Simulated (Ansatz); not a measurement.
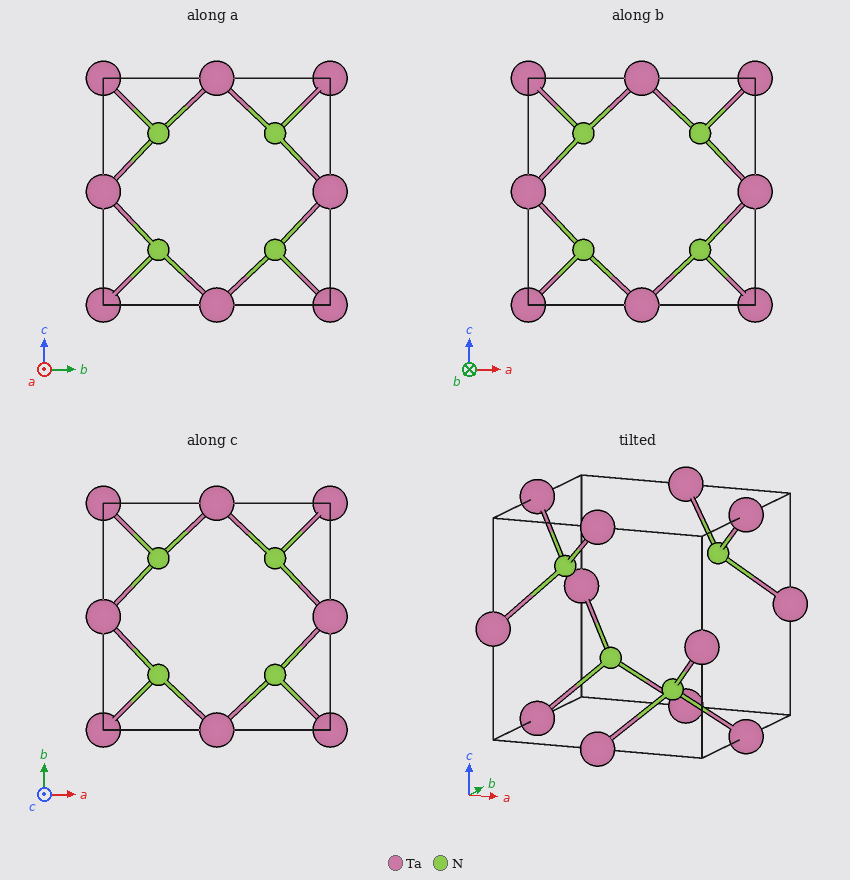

Shown here is a ball-and-stick view of the crystal, taken along the a axis, along the b axis, along the c axis and slightly off an axis. The lines enclose the conventional unit cell; boundary atoms appear with their images.

Lattice parameters: a = 4.6854 Å, b = 4.6854 Å, c = 4.6854 Å, α = 90.000°, β = 90.000°, γ = 90.000°.

Turn the picture into a CIF with its space group and independent sites, with free fractional coordinates to two decimals.

Answer.
```cif
data_structure
_symmetry_space_group_name_H-M 'P -4 3 m'
_symmetry_Int_Tables_number 215
_cell_length_a 4.6854
_cell_length_b 4.6854
_cell_length_c 4.6854
_cell_angle_alpha 90.000
_cell_angle_beta 90.000
_cell_angle_gamma 90.000
_cell_volume 102.86
loop_
_atom_site_label
_atom_site_type_symbol
_atom_site_symmetry_multiplicity
_atom_site_Wyckoff_symbol
_atom_site_fract_x
_atom_site_fract_y
_atom_site_fract_z
_atom_site_occupancy
Ta1 Ta 3 d 0.00 0.00 0.50 1
N1 N 4 e 0.76 0.24 0.24 1
```

The structure was taken from a structure type filled with these elements by a generator (whether the compound takes this form wasn't checked). Earlier steps of the study may have refined or changed the cell and positions. Ansatz was used for an electronic-structure calculation on it.
